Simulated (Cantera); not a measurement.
Feed: 1 mol MgO, 1.5 mol Cl₂, 14 mol N₂, equilibrated at 0.500 bar.

These are equilibrium values from Cantera (NASA tables, ideal gas, pure condensed phases), not measurements of a reactor. Candidate condensed phases: Mg, MgCl₂, MgO; 18 gas species. Equilibrium is a limit: real reactors are often held back by kinetics, nucleation or transport.

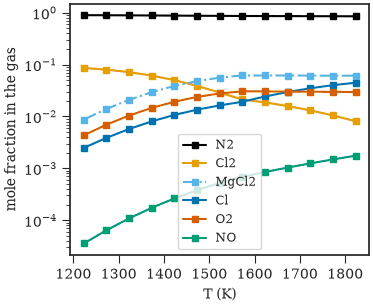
*Equilibrium gas composition (values under 1e-9 drawn at 1e-9)*

From 1223 K to 1523 K the condensed part is MgO(s). From 1573 K to 1823 K nothing is condensed. The main Mg-bearing gas is MgCl₂ throughout.
